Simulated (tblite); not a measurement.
## Frequency calculation of C₅H₅ClGeN₂O₂

The run: frequency calculation of C₅H₅ClGeN₂O₂. Method and program: GFN2-xTB harmonic vibrations, gas phase (tblite 0.8.0).

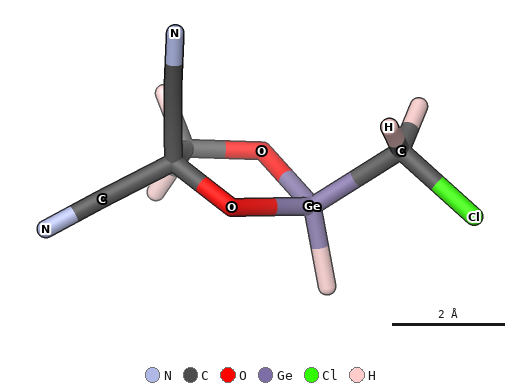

*The structure as given in the input (stick view, seen at a tilt). Sticks mark near contacts.*

## Input
```
{"job": {"kind": "ir", "xc": "GFN2-xTB", "basis": "xTB"}, "charge": 0, "multiplicity": 1}
N     -1.758897     1.112349    -2.042261
C     -1.605484     0.768368    -0.964708
C     -1.345761     0.307451     0.394485
C     -2.493147     0.635526     1.229242
N     -3.379969     0.881755     1.903588
C     -1.134268    -1.243228     0.372436
O      0.228887    -1.504595     0.211135
Ge     1.250095    -0.152694     0.803965
C      2.607841     0.378195    -0.565607
Cl     4.103830     0.723808     0.312658
O     -0.187512     0.922948     0.907605
H     -1.501933    -1.659533     1.317155
H     -1.680596    -1.691811    -0.461943
H      1.779289    -0.321140     2.211328
H      2.308211     1.277422    -1.101207
H      2.801813    -0.425877    -1.271798
```

The first line tells a small driver script what to run in tblite; the rest is the geometry in Å.

Launch command:
```bash
OMP_NUM_THREADS=1 python <driver script> task.json out
```

## The program's output
```
mode    cm-1     km/mol
  1      17.1      1.82
  2      30.2      1.51
  3      71.2      0.90
  4      99.2      3.49
  5     102.3      5.27
  6     131.5      5.49
  7     151.7      8.39
  8     167.8      1.66
  9     200.1     18.81
 10     257.7     13.36
 11     325.9     35.47
 12     418.0     48.79
 13     463.3     20.83
 14     490.2     17.79
 15     512.5      9.00
 16     524.2     55.10
 17     542.6     36.24
 18     557.1      3.14
 19     570.5     51.87
 20     631.3    134.98
 21     646.0     30.31
 22     695.0     47.30
 23     708.8     53.69
 24     777.0     32.30
 25     934.9      9.55
 26    1010.6     76.61
 27    1044.7      5.12
 28    1062.6    118.52
 29    1097.0    103.23
 30    1130.2      3.83
 31    1134.9      8.59
 32    1206.7      2.12
 33    1297.5      4.07
 34    1370.8      3.23
 35    1466.4      0.83
 36    1880.3    205.30
 37    2397.3    173.27
 38    2414.9     94.85
 39    2916.8     31.49
 40    2957.5     23.06
 41    2970.5      0.95
 42    2985.3      0.58
```

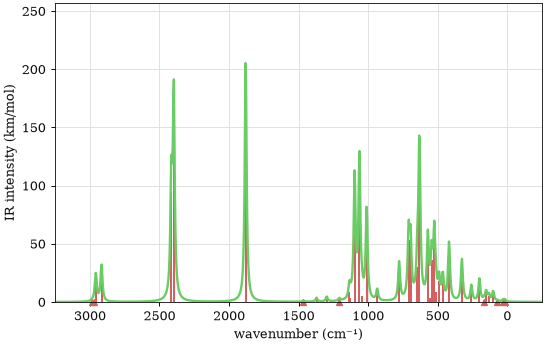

*Harmonic infrared spectrum, unscaled: sticks (degenerate modes added up, dark ones marked on the axis) with a Lorentzian envelope of 16 cm⁻¹ full width, scaled to the tallest stick.*

42 modes from 17 to 2985 cm⁻¹, none imaginary. The strongest line is at 1880 cm⁻¹ (205 km/mol).

## Results in brief

```json
{"quantity": "outcome", "value": "converged"}
{"quantity": "total energy", "value": "−915.4713 eV"}
{"quantity": "zero-point energy", "value": "57.7120 kcal/mol"}
{"quantity": "hardware", "value": "1 CPU thread, shared host"}
{"quantity": "wall time", "value": "3.1 s"}
{"quantity": "peak memory", "value": "0.18 GiB"}
```
